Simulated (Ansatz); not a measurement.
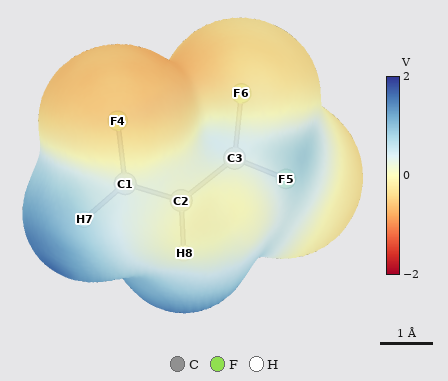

*C$_{3}$H$_{2}$F$_{3}$ (SMILES F[CH]C=C(F)F) (doublet). The molecular electrostatic potential painted on the density surface at 0.002 e/bohr³, seen at a tilt; the colour scale runs from red (negative) to blue (positive).*

Geometry: B3LYP-D3(BJ)/def2-SVP.

Theory: isolated molecule in a Gaussian basis; Kohn-Sham density functional theory, functional PBE0 in Ansatz.

```xyz
8

C    -1.9277   -0.0911    0.1975
C    -0.9571   -0.5984    1.0477
C    -0.5420   -1.9040    1.1505
F    -2.5895   -0.8789   -0.6540
F     0.3946   -2.2961    1.9944
F    -1.0106   -2.9077    0.4408
H    -2.2195    0.9591    0.1569
H    -0.4604    0.1088    1.7146
```

Describe the electrostatic potential map.

Answer. The most negative region (about −0.7 V) lies over F4 and F6, the most positive (about +1.6 V) over H7 and H8.
